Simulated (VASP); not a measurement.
```yaml
crystal:
  lattice:
    - [1.58136, -2.73900, 0.00000]
    - [1.58136, 2.73900, 0.00000]
    - [0.00000, 0.00000, 5.00279]
  atoms:
    - { symbol: Hf, position: [0.33333, 0.66667, 0.25000] }
    - { symbol: Hf, position: [0.66667, 0.33333, 0.75000] }
```

Computed with revTPSS meta-GGA, VASP's PBE PAW potentials (set 64) (plane waves; VASP 6.6.1). Numerical set-up: 520 eV cut-off, 15×15×8 Γ-centred mesh, tetrahedra with Blöchl corrections, potentials Hf_pv.

Unless said otherwise, spin-orbit coupling is left out, though it shifts the bands of the heavy elements here.

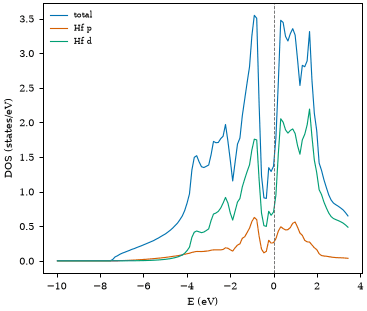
Fig. 1. Total and projected density of states, zero at the Fermi level

Within 2 eV below the Fermi level the largest weight inside VASP's projection spheres is Hf d, then Hf p.

It has no gap at this level: it comes out as a metal or semimetal.

The compound is Hf in the hcp structure. It was relaxed first.
